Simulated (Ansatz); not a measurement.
The end point of a relaxation of BP. Computed with r2SCAN (plane waves to 500 eV, PAW, scalar-relativistic; Ansatz, a first-principles code).

F-43m (No. 216), cF8, zinc blende type; a = 4.5366 Å, b = 4.5366 Å, c = 4.5366 Å, α = 90.00°, β = 90.00°, γ = 90.00°.

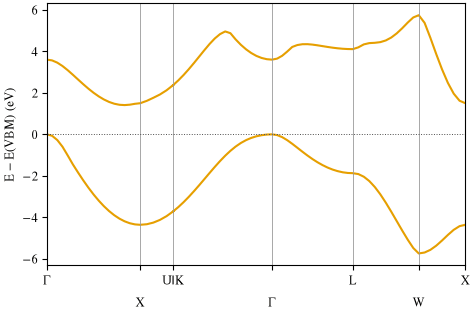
Figure: Highest filled and lowest empty band along the path of this cell's Brillouin zone

### Question
Read off the gap and say whether it is direct.

### Answer
1.41 eV, indirect (valence top at Γ, conduction bottom at 83 % of the way from Γ to X) (no spin-orbit coupling).

### Question
How far does the top valence band disperse along this path?

### Answer
About 5.7 eV.

No spin polarisation in the result.

Measured for BP: a 4.525 Å (static lattice; corrected from measurement; as listed in Daniel Mejia-Rodriguez, S. B. Trickey, Phys. Rev. B (2018)); gap 2 eV (room temperature; as listed in arXiv:1206.3780). Computed minus measured — a: r2SCAN +0.3 %; gap: r2SCAN -0.59 eV. The computed values are for a static lattice, and a measured gap can be an optical one, lowered by exciton binding.

The run could not lose the symmetry of its start; a randomly shaken copy of 2 atoms returns to this structure.

All atoms sit on sites fixed by symmetry, so only the cell could relax.
